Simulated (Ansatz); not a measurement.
**Nudged elastic band of CH2BrClO2Si**

System: CH2BrClO2Si.
Method: RKS BLYP/def2-SVP (Ansatz 0.2.0).

It belongs to a series of runs on one base structure; here: band between the two ends.

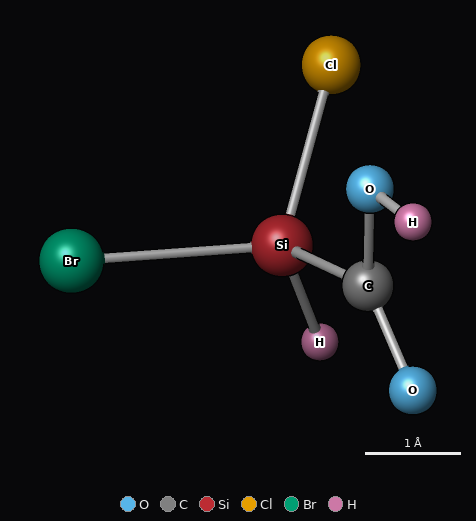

Fig. 1: The starting structure (ball-and-stick view, seen at a tilt). Bond lengths as drawn: Br–Si 2.25 Å, Cl–Si 2.09 Å, C–O 1.22 to 1.36 Å, C–Si 1.94 Å, H–O 0.99 Å and H–Si 1.49 Å.

Input file:
```yaml
crystal:
  periodic: [false, false, false]
  atoms:
    - { symbol: O, position_ang: [0.425719, -1.525346, 1.162609] }
    - { symbol: C, position_ang: [0.563294, -0.578484, 0.408289] }
    - { symbol: O, position_ang: [1.764753, -0.032241, 0.081275] }
    - { symbol: Si, position_ang: [-0.968146, 0.305932, -0.394152] }
    - { symbol: Cl, position_ang: [-0.619387, 0.763094, -2.398488] }
    - { symbol: Br, position_ang: [-1.390845, 2.164825, 0.805343] }
    - { symbol: H, position_ang: [2.453077, -0.544899, 0.572435] }
    - { symbol: H, position_ang: [-2.136264, -0.610081, -0.29301] }
basis:
  gaussian: { orbitals: def2-SVP }
hamiltonian:
  xc: blyp
neb:
  order_check: false
  images: 5
  f_tol: 0.03
  max_iterations: 60
  initial_path: idpp
  final_atoms:
    - { symbol: O, position_ang: [1.84756578, -0.03959049, -0.63350791] }
    - { symbol: C, position_ang: [0.85999548, -0.27365094, 0.03295144] }
    - { symbol: O, position_ang: [0.88239817, -0.95937397, 1.21569396] }
    - { symbol: Si, position_ang: [-0.9556229, 0.29847928, -0.38233548] }
    - { symbol: Cl, position_ang: [-1.07751327, 0.55186074, -2.44030817] }
    - { symbol: Br, position_ang: [-1.30561657, 2.24157662, 0.69923242] }
    - { symbol: H, position_ang: [1.82645932, -1.19086018, 1.39615154] }
    - { symbol: H, position_ang: [-1.98546501, -0.68564105, 0.0564232] }
```

Launch command:
```bash
ansatz run input.yaml --threads 2 --pin off --max-ram 3072MiB --backend cpu --events-out ev --progress --plain --runs-dir out
```

The program's output:
```
Engine: ansatz 0.2.0, aarch64-unknown-linux-gnu
Functional definition: BLYP
  parameter beta = 0.0042
  parameter a = 0.04918
  parameter b = 0.132
  parameter c = 0.2533
  parameter d = 0.349
  exchange = b88_x(beta = beta)
  correlation = lyp_c(a = a, b = b, c = c, d = d)
1296 factors; their error is unknown
mean field evaluation 1: about -95587.4450 eV, gradient 5.9e1 eV
mean field evaluation 2: about -95531.6724 eV, gradient 1.6e2 eV
mean field evaluation 4: about -95593.1355 eV, gradient 1.8e1 eV
mean field evaluation 8: about -95593.7581 eV, gradient 1.7e-1 eV
mean field evaluation 16: about -95593.6444 eV, gradient 1.3e-3 eV
mean field -95593.64443285 eV, -3513.0016372077 hartree, gradient 4.3e-5 eV, S^2 0.000000; 0 other end points of the search recorded, 0 dependent functions left out
the calculation of the forces begins
reference -95593.64477752 eV, -3513.0016498741 hartree; 45, 45 occupied and 75, 75 virtual orbitals, 1296 factors
1296 factors; their error is unknown
mean field evaluation 32: about -95593.6192 eV, gradient 3.7e-2 eV
mean field -95593.61917012 eV, -3513.0007088196 hartree, gradient 7.0e-5 eV, S^2 0.000000; 0 other end points of the search recorded, 0 dependent functions left out
[... from here on the field's lines of each further geometry are left out, up to the last ...]
NEB iter   1: max|band force component| = 6.222e-1 eV/Å  barrier→ = 0.1028 eV  barrier← = 0.0775 eV  Δτ_max = 0.1170 Å  (208 SCF iters)
NEB iter   2: max|band force component| = 6.599e-1 eV/Å  barrier→ = 0.0508 eV  barrier← = 0.0256 eV  Δτ_max = 0.0581 Å  (150 SCF iters)
NEB iter   3: max|band force component| = 3.715e-1 eV/Å  barrier→ = 0.0433 eV  barrier← = 0.0180 eV  CI = image 4  Δτ_max = 0.0294 Å  (153 SCF iters)
NEB iter   4: max|band force component| = 1.758e-1 eV/Å  barrier→ = 0.0396 eV  barrier← = 0.0144 eV  CI = image 4  Δτ_max = 0.0185 Å  (156 SCF iters)
NEB iter   5: max|band force component| = 6.720e-2 eV/Å  barrier→ = 0.0387 eV  barrier← = 0.0135 eV  CI = image 4  Δτ_max = 0.0161 Å  (158 SCF iters)
NEB iter   6: max|band force component| = 3.985e-2 eV/Å  barrier→ = 0.0386 eV  barrier← = 0.0133 eV  CI = image 4  Δτ_max = 0.0057 Å  (153 SCF iters)
the calculation of the forces begins
reference -95593.61284520 eV, -3513.0004763830 hartree; 45, 45 occupied and 75, 75 virtual orbitals, 1296 factors
1296 factors; their error is unknown
mean field evaluation 448: about -95593.6059 eV, gradient 1.2e-3 eV
mean field -95593.60586876 eV, -3513.0002200035 hartree, gradient 1.0e-5 eV, S^2 0.000000; 1 other end points of the search recorded, 0 dependent functions left out
the calculation of the forces begins
reference -95593.60621399 eV, -3513.0002326904 hartree; 45, 45 occupied and 75, 75 virtual orbitals, 1296 factors
NEB iter   7: max|band force component| = 1.226e-2 eV/Å  barrier→ = 0.0386 eV  barrier← = 0.0133 eV  CI = image 4  Δτ_max = 0.0000 Å  (288 SCF iters)
```

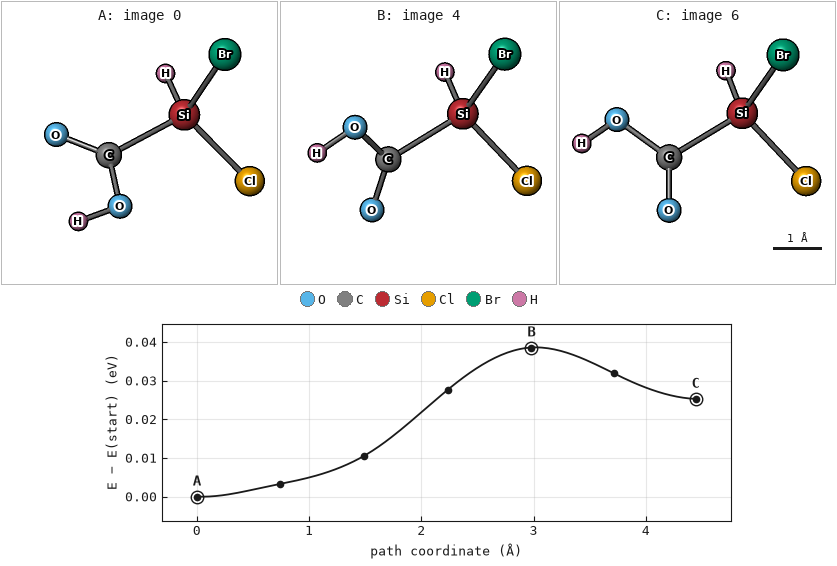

Fig. 2: Images of the last band (counted from 0; ball-and-stick, seen at a tilt) above the energy along the path; the line is a cubic interpolation that uses the forces. The highest image is number 4, 0.039 eV above the start and 0.013 eV above the end (the climbing image); the end lies 0.025 eV above the start. The path is 4.44 Å long. The band converged in 7 iterations.

```
Total energy: -95593.60621399 eV, -3513.0002326904 hartree
Atom 0 at     1.140687    -1.595014    -0.148536 Å, force     0.000555     0.000032     0.001816 eV/Å
Atom 1 at     0.648208    -0.569991     0.282947 Å, force    -0.004386     0.001950    -0.000953 eV/Å
Atom 2 at     1.019378     0.017677     1.454310 Å, force     0.002862    -0.000097     0.000099 eV/Å
Atom 3 at    -0.838294     0.345220    -0.589543 Å, force     0.001737     0.000774     0.000989 eV/Å
Atom 4 at    -0.690572    -0.058384    -2.622935 Å, force     0.000369     0.000325     0.000098 eV/Å
Atom 5 at    -0.796481     2.559594    -0.196046 Å, force    -0.000514    -0.001726    -0.000305 eV/Å
Atom 6 at     1.734217    -0.545288     1.841433 Å, force    -0.000858    -0.000785    -0.001363 eV/Å
Atom 7 at    -2.124941    -0.211014    -0.077330 Å, force     0.000237    -0.000473    -0.000381 eV/Å
Dipole moment:     0.022612     0.010074     0.367188 e Å
this run last wrote the band of iteration 7 to [file]
```

The last band as extended XYZ (Å, eV, eV/Å):
```
8
Properties=species:S:1:pos:R:3:forces:R:3 image=0 energy=-95593.64443
O     0.4257   -1.5253    1.1626    0.0064   0.0044   0.0003
C     0.5633   -0.5785    0.4083   -0.0086  -0.0018  -0.0061
O     1.7648   -0.0322    0.0813   -0.0004  -0.0121   0.0126
Si   -0.9681    0.3059   -0.3942    0.0006  -0.0039   0.0046
Cl   -0.6194    0.7631   -2.3985    0.0005   0.0050  -0.0039
Br   -1.3908    2.1648    0.8053    0.0001   0.0015  -0.0026
H     2.4531   -0.5449    0.5724   -0.0006   0.0069  -0.0064
H    -2.1363   -0.6101   -0.2930    0.0020  -0.0001   0.0014
8
Properties=species:S:1:pos:R:3:forces:R:3 image=1 energy=-95593.64112
O     0.4949   -1.7458    0.7906   -0.0007   0.0026   0.0034
C     0.5626   -0.5965    0.3921   -0.0017   0.0007  -0.0002
O     1.6881    0.1642    0.4492    0.0019  -0.0024  -0.0005
Si   -0.9624    0.2936   -0.4187    0.0009  -0.0003   0.0002
Cl   -0.6082    0.4963   -2.4658    0.0011   0.0012   0.0002
Br   -1.3160    2.2944    0.5498   -0.0009  -0.0013   0.0009
H     2.3912   -0.3959    0.8608   -0.0007   0.0003  -0.0027
H    -2.1582   -0.5675   -0.2138    0.0002  -0.0008  -0.0012
8
Properties=species:S:1:pos:R:3:forces:R:3 image=2 energy=-95593.63389
O     0.6304   -1.8090    0.3938   -0.0002  -0.0006   0.0126
C     0.5793   -0.5917    0.3604   -0.0137   0.0068  -0.0039
O     1.5483    0.2258    0.8469    0.0089  -0.0039  -0.0031
Si   -0.9386    0.2997   -0.4631    0.0032   0.0011  -0.0006
Cl   -0.6143    0.2647   -2.5243    0.0043   0.0032   0.0013
Br   -1.2140    2.4065    0.2758   -0.0035  -0.0033   0.0027
H     2.2597   -0.3587    1.2079    0.0007  -0.0004  -0.0060
H    -2.1587   -0.4945   -0.1531    0.0003  -0.0029  -0.0029
8
Properties=species:S:1:pos:R:3:forces:R:3 image=3 energy=-95593.61679
O     0.8467   -1.7506    0.0735   -0.0087  -0.0066   0.0125
C     0.6124   -0.5802    0.3174   -0.0083  -0.0014  -0.0031
O     1.3222    0.1705    1.1989    0.0115   0.0059  -0.0031
Si   -0.8908    0.3187   -0.5322    0.0012   0.0022   0.0014
Cl   -0.6476    0.0829   -2.5869    0.0063   0.0051  -0.0018
Br   -1.0364    2.4949    0.0171   -0.0045  -0.0037   0.0045
H     2.0266   -0.4169    1.5691    0.0038   0.0018  -0.0054
H    -2.1408   -0.3764   -0.1125   -0.0013  -0.0032  -0.0050
8
Properties=species:S:1:pos:R:3:forces:R:3 image=4 energy=-95593.60587
O     1.1407   -1.5950   -0.1485    0.0006   0.0000   0.0018
C     0.6482   -0.5700    0.2829   -0.0044   0.0019  -0.0010
O     1.0194    0.0177    1.4543    0.0029  -0.0001   0.0001
Si   -0.8383    0.3452   -0.5895    0.0017   0.0008   0.0010
Cl   -0.6906   -0.0584   -2.6229    0.0004   0.0003   0.0001
Br   -0.7965    2.5596   -0.1960   -0.0005  -0.0017  -0.0003
H     1.7342   -0.5453    1.8414   -0.0009  -0.0008  -0.0014
H    -2.1249   -0.2110   -0.0773    0.0002  -0.0005  -0.0004
8
Properties=species:S:1:pos:R:3:forces:R:3 image=5 energy=-95593.61250
O     1.4415   -1.3248   -0.2643    0.0073   0.0077  -0.0013
C     0.6722   -0.5508    0.2688   -0.0011   0.0014  -0.0032
O     0.7131   -0.2279    1.5952   -0.0016  -0.0049   0.0026
Si   -0.8005    0.3731   -0.6188    0.0007  -0.0013   0.0013
Cl   -0.7470   -0.1684   -2.6223   -0.0037  -0.0032   0.0003
Br   -0.5399    2.5947   -0.3677    0.0030  -0.0001  -0.0029
H     1.4682   -0.7293    1.9897   -0.0052  -0.0022   0.0005
H    -2.1154   -0.0238   -0.0363    0.0006   0.0024   0.0028
8
Properties=species:S:1:pos:R:3:forces:R:3 image=6 energy=-95593.61917
O     1.8863   -0.3279   -0.3903    0.0085   0.0029  -0.0088
C     0.8024   -0.3827    0.1542   -0.0055  -0.0058   0.0131
O     0.5843   -0.9872    1.3611   -0.0050   0.0012  -0.0010
Si   -0.8499    0.4014   -0.5175   -0.0003   0.0027  -0.0049
Cl   -0.6855    0.5352   -2.5837    0.0001   0.0004   0.0015
Br   -1.0480    2.4399    0.4171    0.0002   0.0004  -0.0003
H     1.4571   -1.3319    1.6720    0.0031  -0.0003  -0.0004
H    -2.0546   -0.4040   -0.1686   -0.0013  -0.0014   0.0008
```

Summary:

- outcome: converged
- barrier, forward: 0.039 eV
- barrier, backward: 0.013 eV
- hardware: 2 threads of Arm Neoverse V1, 24 GiB of memory available, shared host
- wall time: 95 s (CPU time 3.1 min)
- peak memory: 0.17 GiB

The order of the saddle point was not checked.
